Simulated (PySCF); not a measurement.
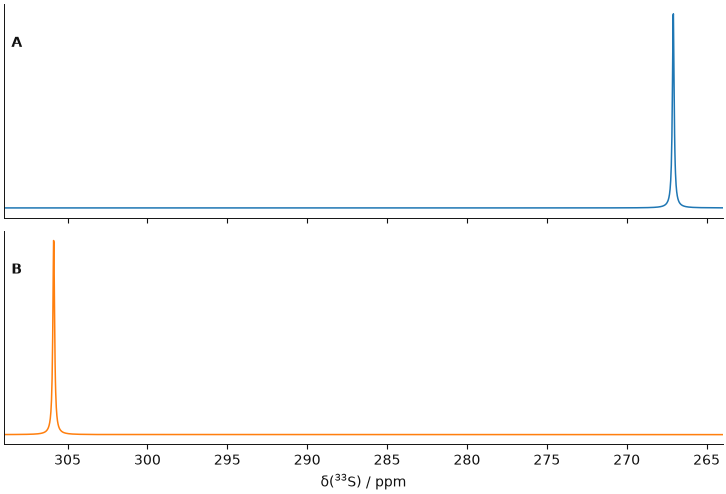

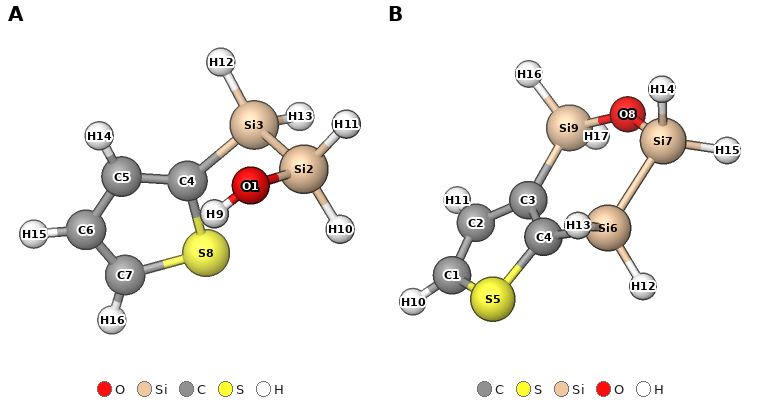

Related molecules: A is C₄H₈OSSi₂, SMILES O[SiH2][SiH2]c1cccs1; B is C₄H₈OSSi₃, SMILES c1cc2c(s1)[SiH2][SiH2]O[SiH2]2. GIAO ³³S shifts against CS₂, PBE0/pcSseg-1 in PySCF 2.14.0, at a GFN2-xTB geometry (no frequency check); fully decoupled, line heights follow the number of nuclei within a panel, widths are arbitrary (no quadrupolar broadening); values of one conformer, averaged over nuclei that symmetry or rotation about single bonds exchange, these motions taken as fast; other conformers aren't averaged in.

Question: How does the ³³S shift respond?

Answer: From A (267.1 ppm) to B (305.9 ppm) the nucleus is deshielded by 38.8 ppm.

Limits of at least one run: the tight-binding geometry is rougher than a DFT one and adds to the error.
